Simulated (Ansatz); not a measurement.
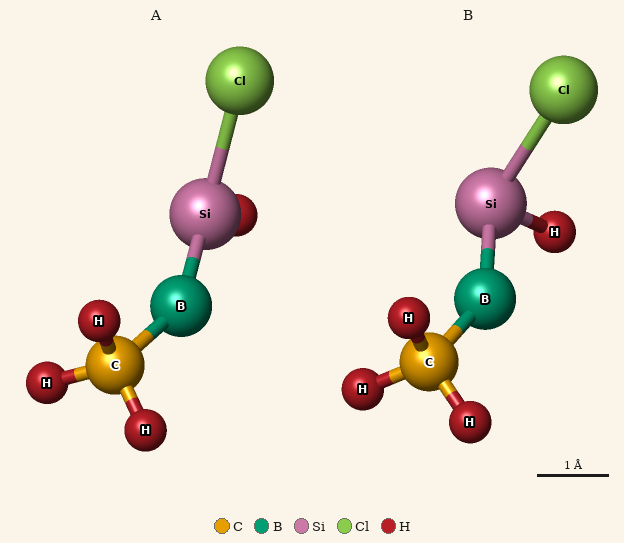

Two geometries of CH$_{4}$BClSi, drawn at one scale. One is the start of a relaxation, the other its converged end. The picture is a ball-and-stick view, seen from a free direction.

These are results of RKS B3LYP/STO-3G (Ansatz), not measurements. (no spin polarisation; force threshold 0.02 eV/Å; at most 50 steps)

Which geometry has the lower energy?

Answer. Structure B is the relaxed one. The run prepares an end point of a later path (hydrogen shift) calculation, from a guessed geometry. The largest move after the best rigid fit is that of the Si atom, 0.43 Å. By element the largest moves are Si 0.43 Å, H 0.31 Å, Cl 0.28 Å, B 0.18 Å, C 0.06 Å. Among the contacts that change: Cl–Si 2.058 → 2.145 Å, B–Si 1.820 → 1.851 Å, C–H 1.093 → 1.107 Å, B–C 1.552 → 1.546 Å. Among the angles between lasting bonds that change: B–Si–H 133.8° → 109.2°, B–Si–Cl 118.9° → 104.9°, C–B–Si 153.5° → 151.4°. After 6 accepted moves (8 points after the start) the energy has fallen by 9.08 kcal/mol. Largest force component: 1.5 eV/Å at the start, 0.016 eV/Å at the end. The line search rejected the trial steps at points 5, 6 of the run.

Limits of the set-up: STO-3G is a minimal basis, so the numbers are rough.
